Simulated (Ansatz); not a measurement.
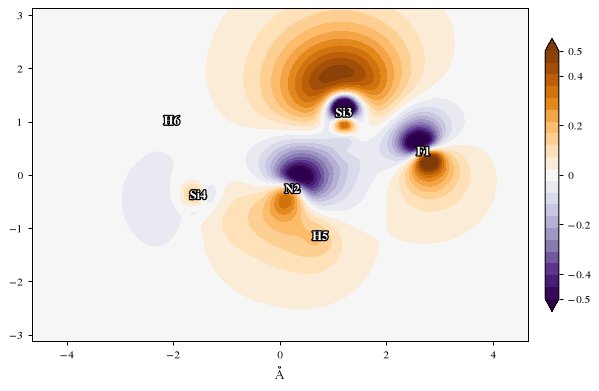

Figure. FH4NSi2 (SMILES F[Si]N[SiH3]). The HOMO on the plane of atoms Si3, N2 and Si4 (values in Å⁻³ᐟ²; the overall sign is arbitrary).

Geometry: B3LYP-D3(BJ)/def2-SVP.

The calculation used Ansatz 0.2.0, isolated molecule in a Gaussian basis; Kohn-Sham density functional theory, functional PBE0.

Input

```
crystal:
  periodic: [false, false, false]
  atoms:
    - {symbol: F, position_ang: [-3.290532, -1.750084, -1.052989]}
    - {symbol: N, position_ang: [-1.319698, -0.228355, -0.457558]}
    - {symbol: Si, position_ang: [-2.146595, -0.863267, -1.847576]}
    - {symbol: Si, position_ang: [0.072240, 0.848054, -0.422407]}
    - {symbol: H, position_ang: [-1.693969, -0.521740, 0.448852]}
    - {symbol: H, position_ang: [0.427842, 1.128952, -1.840053]}
    - {symbol: H, position_ang: [-0.248993, 2.123891, 0.279624]}
    - {symbol: H, position_ang: [1.229081, 0.212196, 0.271255]}
basis:
  gaussian: {orbitals: def2-TZVPD}
hamiltonian: {xc: pbe0}
output: {forces: true, orbitals: {seedname: orbitals}}
```

Run with:

```sh
ansatz run input.yaml --threads 2 --pin off --max-ram 4350MiB --events-out events.jsonl --progress --plain --runs-dir runs
```

### Describe this orbital and give its energy.

It lies mainly on Si3 (about 75 %), N2 (about 10 %) and F1 (about 10 %). Its energy is −7.45 eV.
